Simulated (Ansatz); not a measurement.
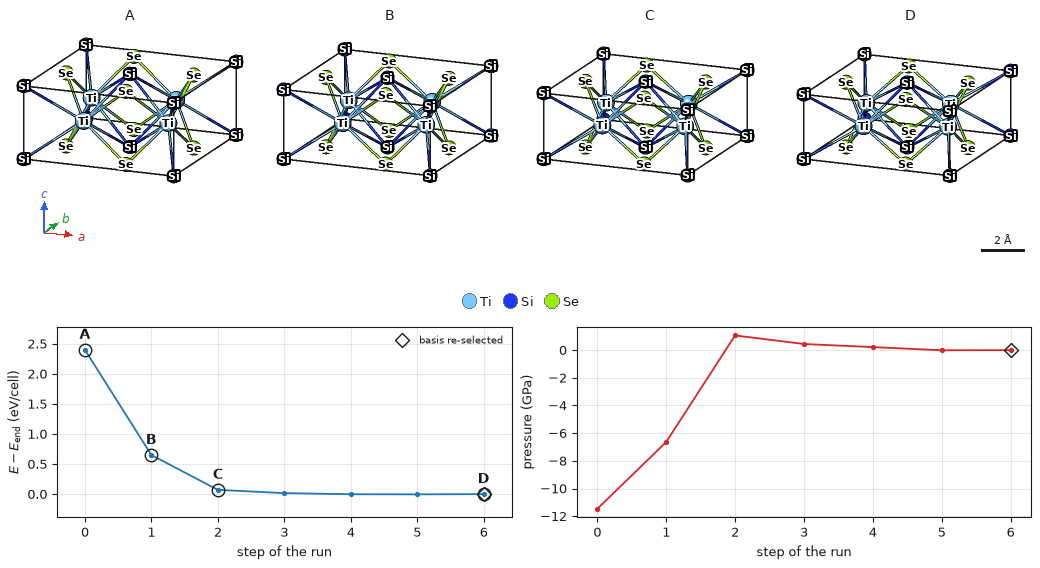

Frames of a relaxation of crystalline Ti2SiSe2 (a generated structure, set up in P4/mbm) (coarse preliminary run), marked on the history of the run. A ball-and-stick model of the cell of the calculation, seen slightly off an axis.

These are results of DFT PBE, scalar-relativistic, plane waves, PAW in Ansatz 0.2.0, not measurements. Set-up: plane-wave cutoff 420 eV; k-point mesh 2 × 2 × 6; occupations gaussian; smearing width 0.1 eV; collinear spin; cell and atoms relaxed; force threshold 0.04 eV/Å; at most 70 steps.

What happens along the run?

The largest moves relative to the cell, 0.18 Å, are those of Ti atoms. Largest moves by element: Ti 0.18 Å, Se 0.12 Å. Si stays in place. Cell: a = b 7.594 → 7.395 Å (−2.6 %), c 3.553 → 3.143 Å (−11.5 %). Volume −16.1 %. Near-neighbour distances that change, for instance: Se–Se 3.553 → 3.143 Å, Ti–Ti 3.553 → 3.143 Å, Se–Ti 2.913 → 2.693 Å, Se–Se 2.756 → 2.927 Å. The space group stays P4/mbm (No. 127). The energy falls by 2.398 eV per cell of the calculation in 5 accepted moves (6 points after the start). The largest force component goes from 1 to 0.0076 eV/Å. Pressure: −11.46 GPa at the start and 0.00 GPa at the end. The SCF was repeated once at an unchanged geometry on a basis and grid sized afresh for the cell, which shifted the energy by 3.8 meV per cell of the calculation at most. The program noted that the starting moments weren't kept. The run took 9.5 min on 1 thread of Intel(R) Xeon(R) Processor @ 2.50GHz (Skylake/Cascade Lake), with other jobs on the host, peak memory 0.73 GiB. From step 0 to 1: Se atoms move most (0.10 Å), volume −9.4 %, energy −1.749 eV per cell of the calculation. From step 1 to 2: Ti atoms move most (0.08 Å), volume −8.7 %, energy −0.579 eV per cell of the calculation. From step 2 to 6: Ti atoms move most (0.03 Å), volume +1.4 %, energy −70.8 meV per cell of the calculation.

```
step  E − E(0), meV/atom  largest force component, eV/Å  pressure, GPa  volume, Å³/atom                      note
   0                0.00                         1.0063         -11.46           20.489                          
   1             -174.89                         0.4412          -6.64           18.564                          
   2             -232.76                         0.2128           1.06           16.957                          
   3             -238.15                         0.1164           0.44           17.112                          
   4             -240.05                         0.0558           0.22           17.154                          
   5             -240.22                         0.0075          -0.01           17.188                          
   6             -239.84                         0.0076           0.00           17.188  same geometry, new basis
```

Limits of the set-up: the k-point mesh is coarse for a cell with partly filled bands.
